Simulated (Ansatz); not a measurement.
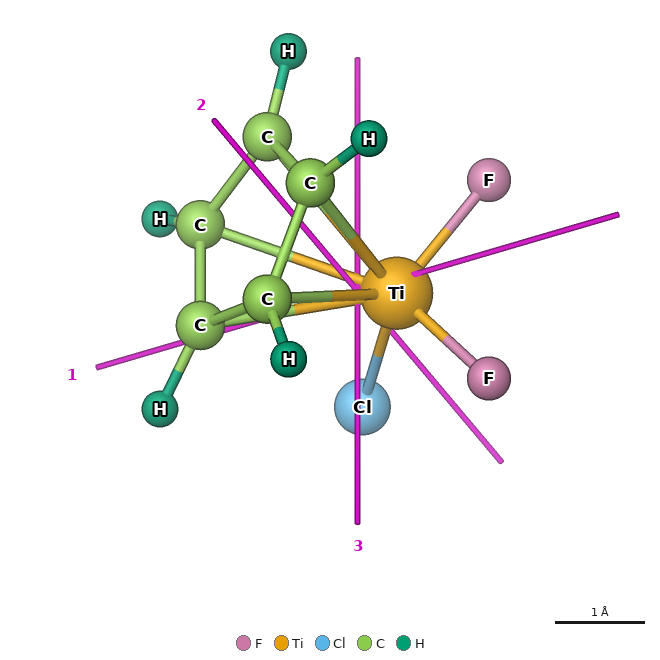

The three principal axes of inertia are drawn and numbered. Distant atoms are faded towards the background colour. Charge 0, singlet. The geometry was computed by an optimisation with PBE0-D4/def2-TZVP. Masses are those of the most abundant isotopes; constants are for the rigid equilibrium geometry.

**Which line is the a axis (least moment of inertia), which b and which c?**

a is line 2, b is line 1, c is line 3; the moments are 314, 449, 503 u Å².

**Classify the rotor and give the rotational constants (MHz).**

An asymmetric top (Cs): A = 1607, B = 1125, C = 1006 MHz. Ray's parameter κ is −0.60, nearer the prolate limit.
